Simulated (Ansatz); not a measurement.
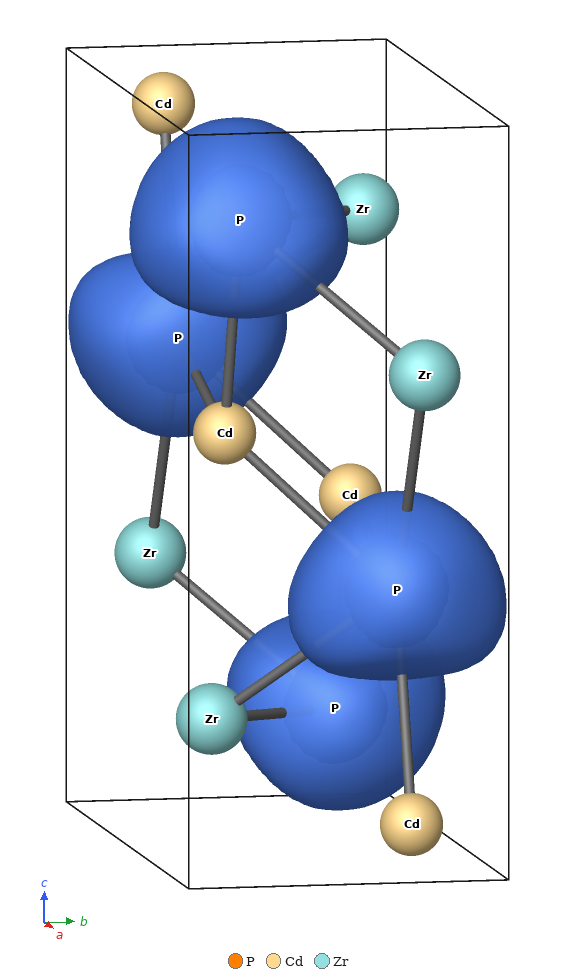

Figure 1: ZrCdP. Isosurface of the ELF at 0.65 (blue), seen slightly off an axis. Core shells are left out. Sticks mark near contacts.

Space group Pnma; built by placing these elements on a known structure type; not relaxed (largest force 1.4 eV/Å); computed pressure about −8 GPa in this cell.

Level of theory: Ansatz, DFT, PAW plane waves, PBE.

Core electrons are frozen (PAW), and the valence fields are smoothed inside the atomic spheres.

Q: Identify the bonds, lone pairs and shells in this picture.

A: At this value the surface marks out four regions wrapped around P (the valence shell of each), counted in one cell of 12 atoms. Any copies at cell faces, edges or corners count once.

Values along the shortest contacts:
Cd–P (2.72 Å): the ELF peaks at about 0.80 in the valence shell of P, 0.8 Å from its nucleus, and drops to about 0.15 between the two atoms. Zr–P (2.89 Å): the ELF peaks at about 0.85 in the valence shell of P, 0.9 Å from its nucleus, and is about 0.35 at the midpoint.

Q: Which way does charge flow, and how much by Bader's partition?

A: Electrons move from Zr towards P. Bader charges: P −1.29, Cd +0.04 and Zr +1.25 e.
